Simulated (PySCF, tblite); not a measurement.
**C₅H₄F₂: dynamics, then NMR shifts and electronic excitations on frames**

How do NMR shifts and electronic excitations of C₅H₄F₂ (`F/C=C(\F)C1=CC1`) change as the atoms move?

Computed with tblite 0.8.0 and PySCF 2.14.0, with density-fitted response routines of our own, on a single molecule in the gas phase. Atoms are numbered from 0 throughout.

### Step 1. The starting structure

11 atoms, charge 0, multiplicity 1; geometry from: GFN2-xTB.

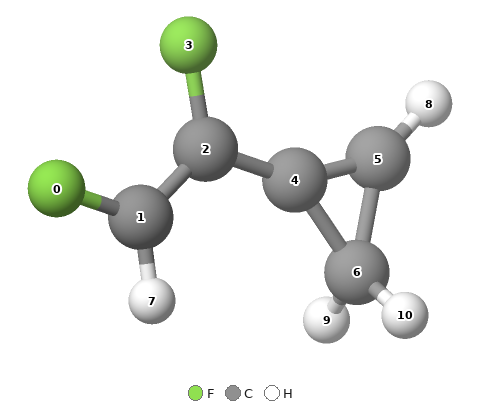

The starting geometry (fluorine green, carbon grey, hydrogen white), atoms numbered.

### Step 2. Dynamics with GFN2-xTB

The job: settings as JSON, then the geometry in Å.

```
{"job": {"kind": "md", "xc": "GFN2-xTB", "basis": "xTB", "temperature": 300, "steps": 2000, "every": 50, "frames": 5}, "charge": 0, "multiplicity": 1}
F      3.219639     0.016730    -0.187913
C      1.921026     0.285792    -0.040122
C      0.957312    -0.623975    -0.220874
F      1.259088    -1.891967    -0.570232
C     -0.419989    -0.333390    -0.063776
C     -1.681714    -0.683401    -0.080537
C     -1.407187     0.745734     0.273423
H      1.716711     1.306908     0.239307
H     -2.435961    -1.415108    -0.225842
H     -1.612947     1.524721    -0.451898
H     -1.510555     1.070626     1.302500
```

Level: GFN2-xTB Langevin dynamics, gas phase.

On the command line:

```console
$ OMP_NUM_THREADS=1 python probes_run.py task.json out
```

This one command runs all jobs of the session in turn.

The log of the run:

```text
t/fs     T/K      E/eV
    0.0   263.2   -600.86217
   25.0   149.3   -600.69395
   50.0   176.1   -600.71505
   75.0   168.0   -600.61530
  100.0   196.2   -600.65592
  125.0   222.6   -600.70427
  150.0   263.1   -600.67857
  175.0   231.4   -600.61216
  200.0   290.5   -600.61010
  225.0   319.9   -600.60580
  250.0   302.2   -600.52489
  275.0   204.1   -600.44247
  300.0   236.6   -600.46019
  325.0   213.4   -600.50333
  350.0   322.2   -600.55538
  375.0   327.6   -600.44644
  400.0   351.3   -600.57055
  425.0   396.7   -600.53619
  450.0   285.4   -600.39300
  475.0   358.5   -600.33978
  500.0   432.7   -600.57891
  525.0   331.5   -600.49070
  550.0   356.8   -600.57621
  575.0   356.8   -600.49317
  600.0   402.8   -600.46612
  625.0   339.7   -600.44836
  650.0   344.6   -600.45045
  675.0   307.1   -600.51327
  700.0   228.1   -600.61816
  725.0   262.1   -600.54458
  750.0   337.3   -600.54201
  775.0   269.1   -600.45236
  800.0   282.5   -600.54751
  825.0   294.0   -600.58683
  850.0   418.2   -600.65757
  875.0   325.7   -600.47108
  900.0   212.6   -600.54514
  925.0   236.2   -600.48930
  950.0   204.6   -600.55941
  975.0   310.2   -600.64382
 1000.0   248.9   -600.60579
```

Run time: 20 s. Hardware: 1 thread, shared host.

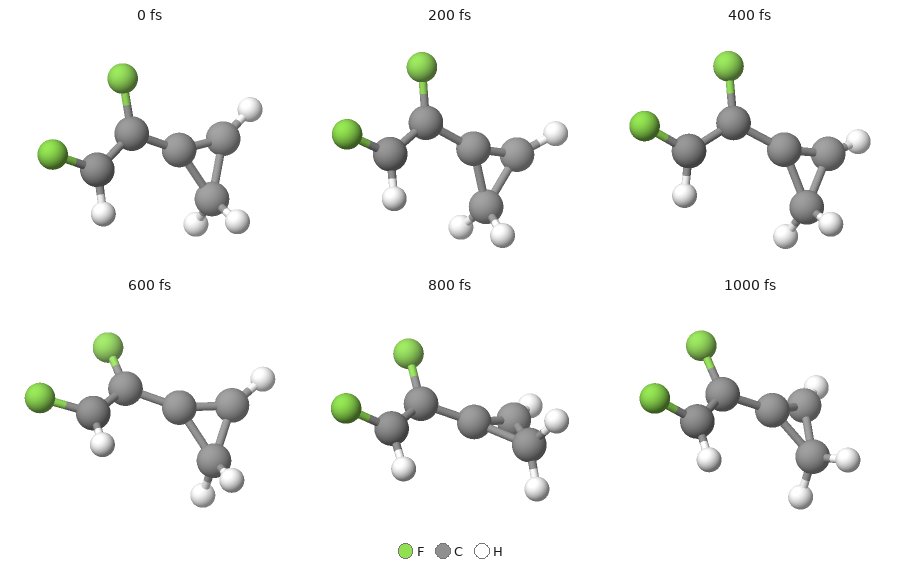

Frames of the run.

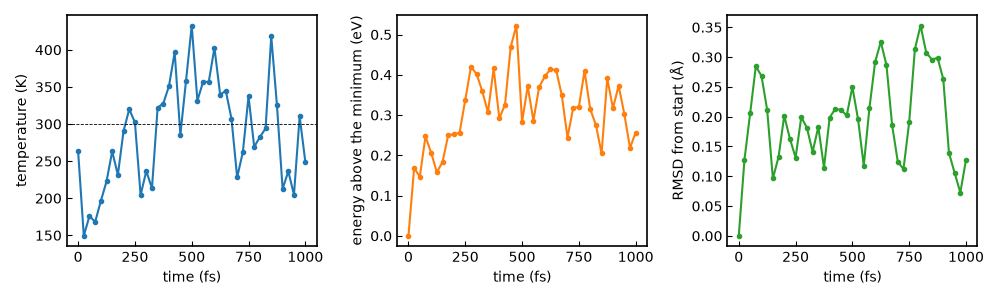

Temperature, potential energy and distance from the start.

Positions (Å) and forces (eV/Å) at 1000 fs:

```xyz
11

F     3.146   -0.898   -0.011    0.888   -0.108   -0.243
C     1.927   -0.450    0.213   -0.843   -0.639   -0.274
C     0.880   -1.050   -0.371   -1.304    0.040    0.243
F     1.111   -2.040   -1.251    0.107   -0.219   -0.135
C    -0.533   -0.782   -0.171   -0.829    0.385   -1.314
C    -1.799   -0.867   -0.633    1.708    0.767    1.313
C    -1.488    0.163    0.484   -0.452   -0.785   -0.456
H     1.898    0.340    0.911   -0.229    0.632    0.529
H    -2.580   -1.202   -1.316    0.832    0.116    0.719
H    -1.531    1.217    0.241    0.247    0.050   -0.188
H    -1.772   -0.004    1.521   -0.125   -0.239   -0.195
```

### Step 3. Shielding tensors: 250 fs, PBE0/pcSseg-1

The job: settings as JSON, then the geometry in Å.

```
{"job": {"kind": "nmr", "xc": "PBE0", "basis": "pcSseg-1", "pop": false}, "charge": 0, "multiplicity": 1}
F      2.992800    -0.945300    -0.409900
C      1.794600    -0.418200    -0.031900
C      0.668800    -1.120400    -0.099700
F      0.699900    -2.402800    -0.508500
C     -0.578800    -0.503600     0.152400
C     -1.857000    -0.656400     0.342200
C     -1.344300     0.698700     0.492300
H      1.888300     0.606400     0.163200
H     -2.767700    -1.177300     0.732100
H     -1.522600     1.461200    -0.295500
H     -1.259600     1.092200     1.485900
```

With the program's defaults for keys left out, this is: GIAO PBE0/pcSseg-1 NMR shielding, non-relativistic, gas phase.

The log of the run:

```text
coarse grid: 10088 points
cycle   1  E = -391.9026381846  dE =  1.299e+00  |g| = 6.051e-01  |ddm| = 3.108e+00
cycle   2  E = -391.8164940492  dE =  8.614e-02  |g| = 9.315e-01  |ddm| = 1.252e+00
cycle   3  E = -391.9656825568  dE = -1.492e-01  |g| = 1.205e-01  |ddm| = 8.569e-01
cycle   4  E = -391.9682224378  dE = -2.540e-03  |g| = 6.650e-02  |ddm| = 1.747e-01
cycle   5  E = -391.9692742781  dE = -1.052e-03  |g| = 1.287e-02  |ddm| = 6.675e-02
cycle   6  E = -391.9693059816  dE = -3.170e-05  |g| = 4.915e-03  |ddm| = 1.609e-02
cycle   7  E = -391.9693115759  dE = -5.594e-06  |g| = 8.141e-04  |ddm| = 5.754e-03
final grid: 100736 points
cycle   8  E = -392.0235739802  dE = -2.832e-05  |g| = 6.767e-03  |ddm| = 2.755e-02
cycle   9  E = -392.0235664460  dE =  7.534e-06  |g| = 9.639e-03  |ddm| = 1.479e-02
cycle  10  E = -392.0235842024  dE = -1.776e-05  |g| = 1.124e-03  |ddm| = 8.884e-03
cycle  11  E = -392.0235844216  dE = -2.192e-07  |g| = 2.618e-04  |ddm| = 1.113e-03
cycle  12  E = -392.0235844323  dE = -1.070e-08  |g| = 1.429e-04  |ddm| = 3.808e-04
cycle  13  E = -392.0235844371  dE = -4.774e-09  |g| = 3.318e-05  |ddm| = 1.691e-04
cycle  14  E = -392.0235844373  dE = -2.351e-10  |g| = 1.364e-05  |ddm| = 4.097e-05
converged SCF energy = -392.0235844373

GIAO shielding tensors (ppm)
atom      isotropic    diamagn.    paramagn.     s11        s22        s33       span
  0 F      310.539     467.606    -157.067    236.862    254.976    439.780    202.918
  1 C       29.400     254.133    -224.733    -37.615     40.334     85.481    123.096
  2 C       34.426     243.855    -209.428    -38.197     59.630     81.847    120.044
  3 F      324.254     470.911    -146.658    255.697    290.282    426.782    171.085
  4 C       71.369     258.777    -187.408    -69.498    106.861    176.744    246.242
  5 C       68.572     256.495    -187.923    -58.758     79.437    185.039    243.798
  6 C      174.400     246.499     -72.099    141.534    149.372    232.294     90.760
  7 H       24.897      32.375      -7.478     21.952     23.235     29.505      7.553
  8 H       23.450      29.896      -6.446     21.443     23.031     25.876      4.433
  9 H       29.518      28.638       0.880     24.184     26.638     37.731     13.547
 10 H       30.693      29.921       0.772     25.433     27.211     39.435     14.003
```

Run time: 28 s. Hardware: 1 thread, shared host.

Shifts follow as δ = σ(reference) − σ, with reference shieldings (ppm) from runs at the same level and on the same kind of geometry: 1H TMS 31.72, 13C TMS 186.9, 19F CFCl3 170.9. The references are single molecules in the gas phase, so shifts against H2O, NH3, PH3, H3PO4 or CFCl3 are not on the usual liquid scales and can be off by tens of ppm. Each atom is listed at this fixed geometry, with no averaging over motion; a spectrum would average atoms that exchange fast.

```tsv
atoms	environment	σ (ppm)	δ (ppm)
C1	alkene CH	29.4	157.5
C2	fully substituted alkene carbon	34.4	152.5
C5	alkene CH	68.6	118.4
C4	fully substituted alkene carbon	71.4	115.6
C6	three-membered-ring carbon	174.4	12.5
H8	hydrogen on an alkene CH	23.45	8.27
H7	hydrogen on an alkene CH	24.90	6.82
H9	hydrogen on a three-membered-ring carbon	29.52	2.20
H10	hydrogen on a three-membered-ring carbon	30.69	1.02
F0	vinylic fluorine	310.5	-139.6
F3	vinylic fluorine	324.3	-153.3
```

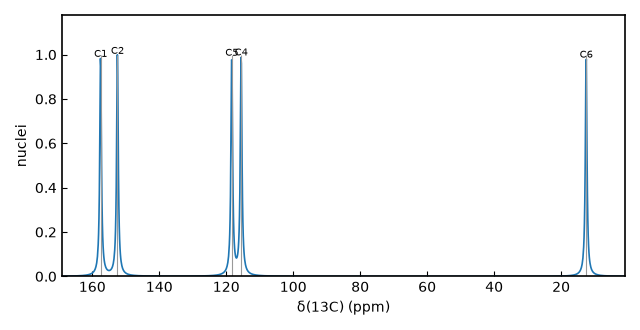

13C lines at the computed shifts, without couplings. Lines are broadened to a width of 0.58 ppm (Lorentzian).

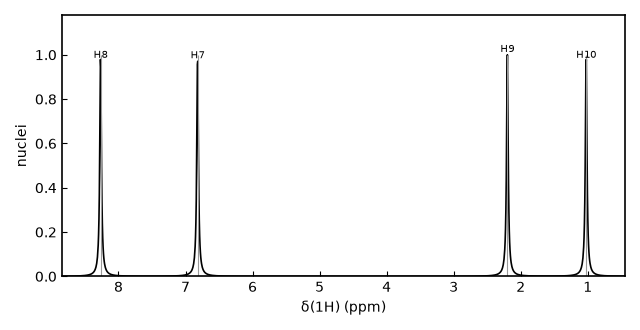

1H lines at the computed shifts, without couplings. Lines are broadened to a width of 0.03 ppm (Lorentzian).

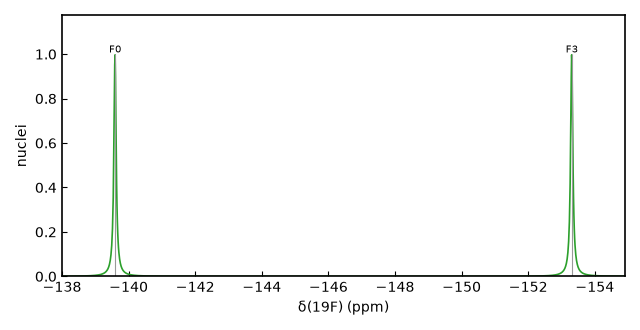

19F lines at the computed shifts, without couplings. Lines are broadened to a width of 0.08 ppm (Lorentzian).

Ring of atoms C4, C5, C6: NICS(0) -31.0, NICS(1) -6.6, NICS(1)zz -15.3 ppm (means of both faces).

In rings of three or four atoms NICS is ruled by the nearby σ bonds, so it says little on aromaticity.

### Step 4. Ultraviolet spectrum: 250 fs, PBE0/def2-SVPD

Same as in step 3 but for these lines:

```diff
@@ -1,2 +1,2 @@
-{"job": {"kind": "nmr", "xc": "PBE0", "basis": "pcSseg-1", "pop": false}, "charge": 0, "multiplicity": 1}
+{"job": {"kind": "uv", "xc": "PBE0", "basis": "def2-SVPD", "nstates": 5, "ntriplets": 0}, "charge": 0, "multiplicity": 1}
 F      2.992800    -0.945300    -0.409900
```

With the program's defaults for keys left out, this is: TDDFT PBE0/def2-SVPD, vertical, gas phase, core orbitals frozen in the response.

The log of the run:

```text
coarse grid: 10088 points
cycle   1  E = -391.6802468532  dE =  1.241e+00  |g| = 5.540e-01  |ddm| = 5.584e+00
cycle   2  E = -391.6043644129  dE =  7.588e-02  |g| = 8.461e-01  |ddm| = 1.978e+00
cycle   3  E = -391.7368601043  dE = -1.325e-01  |g| = 1.159e-01  |ddm| = 1.378e+00
cycle   4  E = -391.7392608553  dE = -2.401e-03  |g| = 6.195e-02  |ddm| = 3.018e-01
cycle   5  E = -391.7401899680  dE = -9.291e-04  |g| = 1.210e-02  |ddm| = 1.127e-01
cycle   6  E = -391.7402178400  dE = -2.787e-05  |g| = 5.065e-03  |ddm| = 2.670e-02
cycle   7  E = -391.7402240649  dE = -6.225e-06  |g| = 6.178e-04  |ddm| = 1.054e-02
final grid: 100736 points
cycle   8  E = -391.7947814951  dE = -2.357e-05  |g| = 6.700e-03  |ddm| = 9.946e-02
cycle   9  E = -391.7947732060  dE =  8.289e-06  |g| = 9.662e-03  |ddm| = 2.500e-02
cycle  10  E = -391.7947915965  dE = -1.839e-05  |g| = 1.089e-03  |ddm| = 1.210e-02
cycle  11  E = -391.7947918273  dE = -2.308e-07  |g| = 2.325e-04  |ddm| = 1.917e-03
cycle  12  E = -391.7947918363  dE = -8.980e-09  |g| = 1.286e-04  |ddm| = 6.368e-04
cycle  13  E = -391.7947918404  dE = -4.035e-09  |g| = 2.939e-05  |ddm| = 2.927e-04
cycle  14  E = -391.7947918405  dE = -1.846e-10  |g| = 1.372e-05  |ddm| = 7.324e-05
converged SCF energy = -391.7947918405

Static polarisability (au): isotropic 63.541, principal 40.389 57.032 93.201

Singlet excitations
state   eV       nm        f      main configurations
  1   4.9854    248.7   0.32650   H->L 0.93
  2   5.9741    207.5   0.00708   H->L+1 0.83
  3   6.1341    202.1   0.03159   H-2->L 0.88
  4   6.4798    191.3   0.04789   H-1->L 0.71
  5   6.6972    185.1   0.02421   H->L+2 0.88
```

Wall time 43 s (1 thread, shared host).

The orbitals next to the gap, with their largest atomic shares:

```tsv
orbital	eV	atoms
HOMO−3	-10.43	C4 30 %, C5 27 %, C6 18 %
HOMO−2	-9.29	C6 38 %, C5 24 %, C4 17 %
HOMO−1	-8.93	C2 22 %, C4 17 %, F3 15 %
HOMO	-6.86	C5 24 %, C1 17 %, C4 16 %
LUMO	-1.50	C5 27 %, C1 22 %, C4 18 %
LUMO+1	0.45	C1 29 %, C2 22 %, F3 12 %
LUMO+2	1.02	C6 31 %, H9 16 %, H10 14 %
```

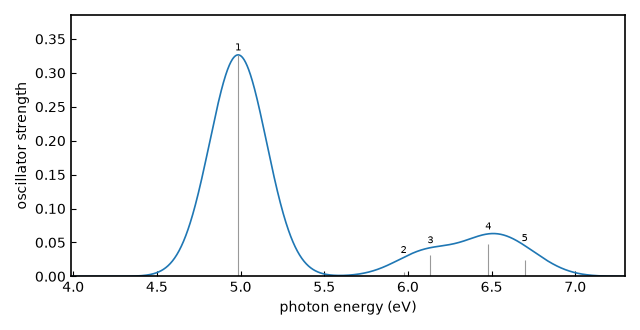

Absorption spectrum from the 5 singlet states computed; above the last one it falls off for lack of states. Lines are broadened to a width of 0.40 eV (Gaussian).

Ground-state properties from the same run:

```tsv
property	computed
dipole moment (D)	2.54
polarisability (Å³)	9.42
HOMO–LUMO gap (eV)	5.36
−ε(HOMO) (eV)	6.86
```

### Step 5. Nuclear shieldings: 425 fs, PBE0/pcSseg-1

The job: settings as JSON, then the geometry in Å.

```
{"job": {"kind": "nmr", "xc": "PBE0", "basis": "pcSseg-1", "pop": false}, "charge": 0, "multiplicity": 1}
F      3.115600    -1.055100    -0.521700
C      1.931900    -0.722600    -0.102200
C      0.861100    -1.552800     0.075500
F      1.004200    -2.805900    -0.384800
C     -0.347900    -1.029800     0.549600
C     -1.660200    -0.941100     0.667300
C     -0.953200     0.247000     1.182500
H      1.870600     0.251900     0.353000
H     -2.627700    -1.419100     0.468500
H     -0.816400     1.204000     0.608700
H     -0.947000     0.344600     2.249800
```

Method: GIAO PBE0/pcSseg-1 NMR shielding, non-relativistic, gas phase.

The log of the run:

```text
coarse grid: 10088 points
cycle   1  E = -391.9094425389  dE =  1.230e+00  |g| = 5.805e-01  |ddm| = 3.104e+00
cycle   2  E = -391.8303053034  dE =  7.914e-02  |g| = 8.832e-01  |ddm| = 1.187e+00
cycle   3  E = -391.9656717903  dE = -1.354e-01  |g| = 1.263e-01  |ddm| = 8.303e-01
cycle   4  E = -391.9686442226  dE = -2.972e-03  |g| = 6.804e-02  |ddm| = 1.833e-01
cycle   5  E = -391.9697551887  dE = -1.111e-03  |g| = 1.130e-02  |ddm| = 6.912e-02
cycle   6  E = -391.9697789008  dE = -2.371e-05  |g| = 4.694e-03  |ddm| = 1.584e-02
cycle   7  E = -391.9697842701  dE = -5.369e-06  |g| = 7.384e-04  |ddm| = 5.947e-03
final grid: 100736 points
cycle   8  E = -392.0233452972  dE = -2.798e-05  |g| = 6.267e-03  |ddm| = 3.406e-02
cycle   9  E = -392.0233390303  dE =  6.267e-06  |g| = 8.645e-03  |ddm| = 1.465e-02
cycle  10  E = -392.0233544603  dE = -1.543e-05  |g| = 1.226e-03  |ddm| = 8.815e-03
cycle  11  E = -392.0233547351  dE = -2.748e-07  |g| = 2.949e-04  |ddm| = 1.214e-03
cycle  12  E = -392.0233547524  dE = -1.731e-08  |g| = 1.319e-04  |ddm| = 4.203e-04
cycle  13  E = -392.0233547562  dE = -3.835e-09  |g| = 2.313e-05  |ddm| = 1.409e-04
cycle  14  E = -392.0233547563  dE = -1.066e-10  |g| = 8.674e-06  |ddm| = 2.536e-05
converged SCF energy = -392.0233547563

GIAO shielding tensors (ppm)
atom      isotropic    diamagn.    paramagn.     s11        s22        s33       span
  0 F      304.200     466.857    -162.657    200.671    252.597    459.332    258.661
  1 C       27.498     256.661    -229.163    -46.305     40.385     88.415    134.719
  2 C       32.436     245.538    -213.102    -47.300     64.879     79.728    127.028
  3 F      323.650     469.963    -146.313    240.354    287.247    443.350    202.996
  4 C       69.856     261.084    -191.228    -81.703    106.261    185.010    266.713
  5 C       66.200     256.640    -190.440    -60.576     86.080    173.095    233.671
  6 C      172.333     245.758     -73.424    134.078    146.741    236.180    102.102
  7 H       24.864      32.411      -7.547     21.189     23.512     29.890      8.702
  8 H       23.759      31.593      -7.834     20.835     23.574     26.868      6.033
  9 H       29.143      29.218      -0.075     24.041     26.330     37.058     13.017
 10 H       30.315      29.304       1.011     24.625     27.025     39.296     14.671
```

Wall time 27 s (1 thread, shared host).

In short: δ C1 159.4, C2 154.5, C5 120.7, C4 117.1, H8 7.96, H7 6.85 ppm.

### Step 6. TDDFT and polarisability: 425 fs, PBE0/def2-SVPD

Same as in step 5 but for these lines:

```diff
@@ -1,2 +1,2 @@
-{"job": {"kind": "nmr", "xc": "PBE0", "basis": "pcSseg-1", "pop": false}, "charge": 0, "multiplicity": 1}
+{"job": {"kind": "uv", "xc": "PBE0", "basis": "def2-SVPD", "nstates": 5, "ntriplets": 0}, "charge": 0, "multiplicity": 1}
 F      3.115600    -1.055100    -0.521700
```

With the program's defaults for keys left out, this is: TDDFT PBE0/def2-SVPD, vertical, gas phase, core orbitals frozen in the response.

The log of the run:

```text
coarse grid: 10088 points
cycle   1  E = -391.6876809032  dE =  1.173e+00  |g| = 5.306e-01  |ddm| = 5.177e+00
cycle   2  E = -391.6177306763  dE =  6.995e-02  |g| = 8.017e-01  |ddm| = 1.692e+00
cycle   3  E = -391.7380972660  dE = -1.204e-01  |g| = 1.215e-01  |ddm| = 1.205e+00
cycle   4  E = -391.7409343515  dE = -2.837e-03  |g| = 6.367e-02  |ddm| = 3.093e-01
cycle   5  E = -391.7419242609  dE = -9.899e-04  |g| = 1.064e-02  |ddm| = 1.064e-01
cycle   6  E = -391.7419449184  dE = -2.066e-05  |g| = 4.843e-03  |ddm| = 2.507e-02
cycle   7  E = -391.7419508673  dE = -5.949e-06  |g| = 5.243e-04  |ddm| = 9.580e-03
final grid: 100736 points
cycle   8  E = -391.7958448758  dE = -2.483e-05  |g| = 6.164e-03  |ddm| = 1.045e-01
cycle   9  E = -391.7958386558  dE =  6.220e-06  |g| = 8.493e-03  |ddm| = 2.278e-02
cycle  10  E = -391.7958537388  dE = -1.508e-05  |g| = 1.141e-03  |ddm| = 1.136e-02
cycle  11  E = -391.7958539940  dE = -2.552e-07  |g| = 2.473e-04  |ddm| = 1.818e-03
cycle  12  E = -391.7958540057  dE = -1.166e-08  |g| = 1.241e-04  |ddm| = 6.057e-04
cycle  13  E = -391.7958540094  dE = -3.717e-09  |g| = 2.271e-05  |ddm| = 2.312e-04
cycle  14  E = -391.7958540095  dE = -1.041e-10  |g| = 1.085e-05  |ddm| = 5.909e-05
converged SCF energy = -391.7958540095

Static polarisability (au): isotropic 64.655, principal 40.994 59.073 93.897

Singlet excitations
state   eV       nm        f      main configurations
  1   4.9502    250.5   0.33258   H->L 0.92
  2   5.7042    217.4   0.01683   H-1->L 0.72, H-2->L 0.16
  3   5.9653    207.8   0.04300   H->L+1 0.84
  4   6.4872    191.1   0.01793   H-2->L 0.45, H->L+2 0.34
  5   6.6216    187.2   0.03011   H->L+2 0.61, H-2->L 0.23
```

Wall time 40 s (1 thread, shared host).

In short: HOMO -6.72 eV, LUMO -1.49 eV; lowest singlet 4.95 eV.

### Step 7. Nuclear shieldings: 625 fs, PBE0/pcSseg-1

The job: settings as JSON, then the geometry in Å.

```
{"job": {"kind": "nmr", "xc": "PBE0", "basis": "pcSseg-1", "pop": false}, "charge": 0, "multiplicity": 1}
F      3.583600    -0.992500    -0.201000
C      2.347000    -1.019000     0.377400
C      1.227800    -1.632800     0.056300
F      1.058700    -2.308100    -1.118700
C      0.017300    -1.352400     0.783600
C     -1.222400    -1.528400     1.107100
C     -0.596100    -0.253900     1.553900
H      2.406900    -0.415500     1.318900
H     -2.080500    -2.183000     1.143300
H     -0.885300     0.652900     0.981000
H     -0.574600    -0.002200     2.637200
```

Method: GIAO PBE0/pcSseg-1 NMR shielding, non-relativistic, gas phase.

The log of the run:

```text
coarse grid: 10088 points
cycle   1  E = -391.8942898808  dE =  1.195e+00  |g| = 6.059e-01  |ddm| = 3.080e+00
cycle   2  E = -391.8076500714  dE =  8.664e-02  |g| = 9.444e-01  |ddm| = 1.305e+00
cycle   3  E = -391.9579151147  dE = -1.503e-01  |g| = 1.050e-01  |ddm| = 8.879e-01
cycle   4  E = -391.9596111847  dE = -1.696e-03  |g| = 6.115e-02  |ddm| = 1.459e-01
cycle   5  E = -391.9604887444  dE = -8.776e-04  |g| = 1.249e-02  |ddm| = 5.866e-02
cycle   6  E = -391.9605185846  dE = -2.984e-05  |g| = 4.842e-03  |ddm| = 1.535e-02
cycle   7  E = -391.9605240423  dE = -5.458e-06  |g| = 7.371e-04  |ddm| = 5.563e-03
final grid: 100736 points
cycle   8  E = -392.0162719142  dE = -2.778e-05  |g| = 6.972e-03  |ddm| = 3.238e-02
cycle   9  E = -392.0162634930  dE =  8.421e-06  |g| = 1.015e-02  |ddm| = 1.636e-02
cycle  10  E = -392.0162824792  dE = -1.899e-05  |g| = 1.114e-03  |ddm| = 9.343e-03
cycle  11  E = -392.0162826980  dE = -2.188e-07  |g| = 3.203e-04  |ddm| = 1.263e-03
cycle  12  E = -392.0162827166  dE = -1.864e-08  |g| = 1.616e-04  |ddm| = 4.592e-04
cycle  13  E = -392.0162827230  dE = -6.380e-09  |g| = 2.961e-05  |ddm| = 1.791e-04
cycle  14  E = -392.0162827232  dE = -1.849e-10  |g| = 1.026e-05  |ddm| = 2.999e-05
converged SCF energy = -392.0162827232

GIAO shielding tensors (ppm)
atom      isotropic    diamagn.    paramagn.     s11        s22        s33       span
  0 F      300.906     467.520    -166.615    219.744    257.425    425.549    205.805
  1 C       27.574     254.675    -227.101    -36.131     32.930     85.924    122.055
  2 C       39.396     244.608    -205.212    -28.707     66.306     80.588    109.295
  3 F      314.574     472.482    -157.908    238.467    297.137    408.118    169.651
  4 C       71.383     261.607    -190.224    -66.813    111.913    169.049    235.862
  5 C       62.677     255.861    -193.184    -70.311     76.314    182.027    252.338
  6 C      172.526     245.557     -73.030    131.384    149.348    236.847    105.462
  7 H       24.318      29.739      -5.421     19.990     23.438     29.525      9.535
  8 H       23.707      32.122      -8.415     20.143     24.372     26.604      6.461
  9 H       30.001      30.416      -0.415     24.019     27.426     38.558     14.539
 10 H       29.061      28.352       0.709     24.719     25.794     36.671     11.953
```

It took 27 s on 1 thread, shared host.

Key values: δ C1 159.4, C2 147.5, C5 124.2, C4 115.5, H8 8.01, H7 7.40 ppm.

(Part 1 of 2 ends here.)
